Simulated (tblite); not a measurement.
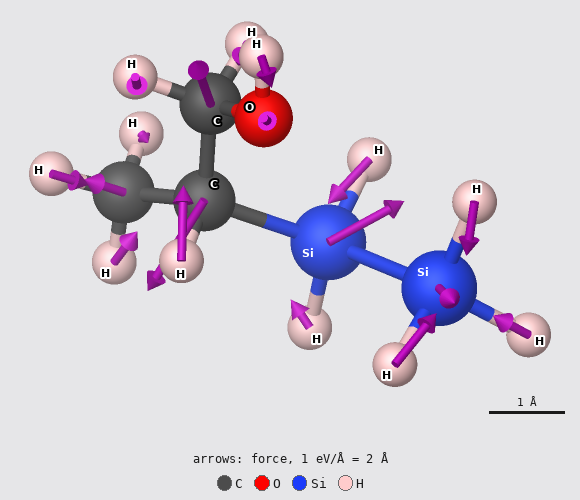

Starting geometry of C3H12OSi2 with the computed forces as purple arrows. The picture is a ball-and-stick view, seen from a free direction.

These are results of GFN2-xTB geometry optimisation, gas phase (tblite), not measurements. 

> Is this structure relaxed? If not, where do the atoms go?

It isn't relaxed: the largest force vector, on a C atom, is 0.79 eV/Å. The final displacements have little in common with the starting forces (cosine between the two patterns 0.16). Over 100 geometry steps the energy falls by 17.1 kJ/mol. An H atom moves most after the best rigid fit: 0.71 Å. By element the largest moves are H 0.71 Å, O 0.47 Å, Si 0.19 Å, C 0.18 Å. Among the contacts that change: H–Si 1.495 → 1.463 Å, C–H 1.111 → 1.095 Å, C–C 1.537 → 1.522 Å, C–O 1.424 → 1.414 Å. Bond angles that change, for instance: C–C–Si 114.0° → 108.0°, Si–Si–H 109.7° → 115.3°, Si–Si–H 111.2° → 114.6°. Groups turn about Si–Si by about 25°, C–C by about 20°.
